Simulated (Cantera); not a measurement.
A closed system holds: 1 mol AlN, 6.4 mol Cl2, held at 1648.15 K.

Equilibrium computed with Cantera from the NASA thermochemical tables; the gas is ideal and each condensed phase is pure. Candidate condensed phases: Al, AlCl3, AlN; 11 gas species. The tables' values for AlCl2 are old estimates; treat these amounts as uncertain. Equilibrium is a limit: real reactors are often held back by kinetics, nucleation or transport.

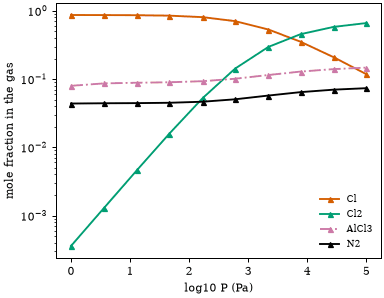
Figure: Equilibrium gas composition (values under 1e-9 drawn at 1e-9)

Task: Read off the mole fractions at 1.70 mbar.

Result: Cl about 0.81, AlCl3 about 0.093, Cl2 about 0.053, N2 about 0.047.
